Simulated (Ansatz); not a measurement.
BrCl₂H₂NSn

Input

```
crystal:
  periodic: [false, false, false]
  atoms:
    - { symbol: Sn, position_ang: [0.0932, 0.4574, 0.68] }
    - { symbol: Br, position_ang: [1.6685, -1.8973, -0.3825] }
    - { symbol: "N", position_ang: [-0.9602, -0.2617, -0.9414] }
    - { symbol: H, position_ang: [-0.0318, -1.1931, -1.1591] }
    - { symbol: Cl, position_ang: [0.8614, 2.6752, 0.7784] }
    - { symbol: Cl, position_ang: [-0.6807, -0.1343, 2.7767] }
    - { symbol: H, position_ang: [-0.9505, 0.3539, -1.7521] }
basis:
  gaussian: { orbitals: def2-SVP }
hamiltonian:
  xc: pbe
  dispersion: d4
relax:
  f_tol: 0.15
  max_steps: 25
  restrain:
    - { distance: [3, 1], at: 2.81, k: 30.0 }
    - { distance: [0, 1], at: 2.59, k: 30.0 }
    - { distance: [3, 2], at: 1.02, k: 30.0 }
output:
  orbitals: {}
```

Run with:

```sh
ansatz run input.yaml --threads 2 --pin off --max-ram 3072MiB --backend cpu --events-out ev --progress --plain --runs-dir out
```

The fields are those of the run's last geometry, not of the input's.

Core potentials replace the inner electrons of Sn; not at a stationary point (largest force 0.6 eV/Å).

These are results of RKS PBE-D4/def2-SVP (Ansatz 0.2.0), not measurements.

> What can the converged electron density and electron localisation function tell about the bonding?

Sn–N (2.04 Å): ρ at the midpoint is about 0.74 e/Å³; the ELF peaks at about 0.85 in the valence shell of N, 0.6 Å from its nucleus, and drops to about 0.15 between the two atoms.
Sn–Br (2.57 Å): ρ is about 0.45 e/Å³ halfway; the ELF peaks at about 0.75 in the valence shell of Br, 1.0 Å from its nucleus, and drops to about 0.20 between the two atoms.
N–H (1.03 Å): ρ is about 2.7 e/Å³ halfway; the ELF climbs to about 1 towards the hydrogen, as it does in any bond to H: an ordinary covalent bond to hydrogen.

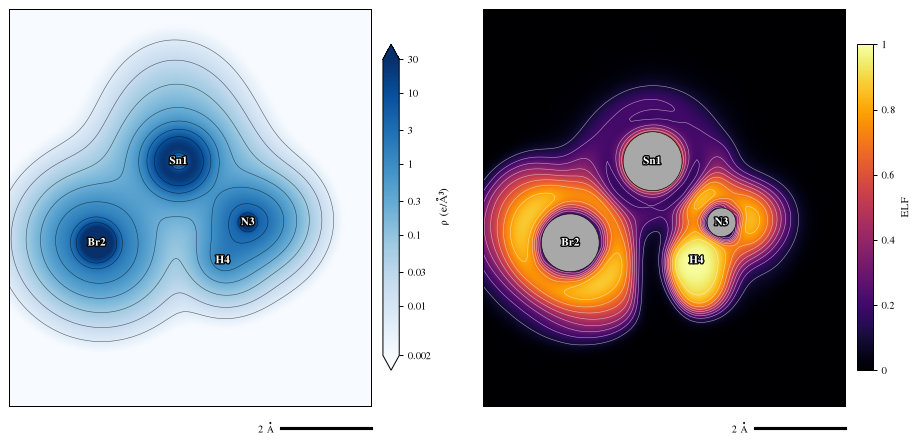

Computed electron density and electron localisation function on the plane of atoms Br2, Sn1 and N3, in this order. Grey discs cover the atomic cores in the ELF map. 
